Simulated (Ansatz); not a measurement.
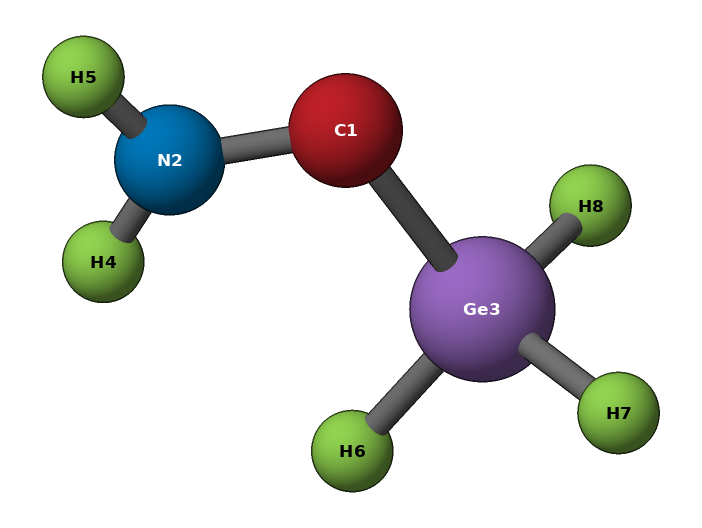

The questions are on Mulliken charges. Computed geometry: PBE0-D4/def2-TZVP optimisation. No frequency run is at hand to confirm it as a minimum. Level of theory: RKS PBE0-D4/def2-TZVP (Ansatz 0.2.0).

List the Mulliken charges.

| atom | value (e) |
| --- | --- |
| C1 | −0.23 |
| N2 | −0.28 |
| Ge3 | 0.05 |
| H4 | 0.22 |
| H5 | 0.26 |
| H6 | −0.04 |
| H7 | 0.00 |
| H8 | 0.00 |

Mulliken values depend strongly on the basis set and can even reverse the polarity of a bond.
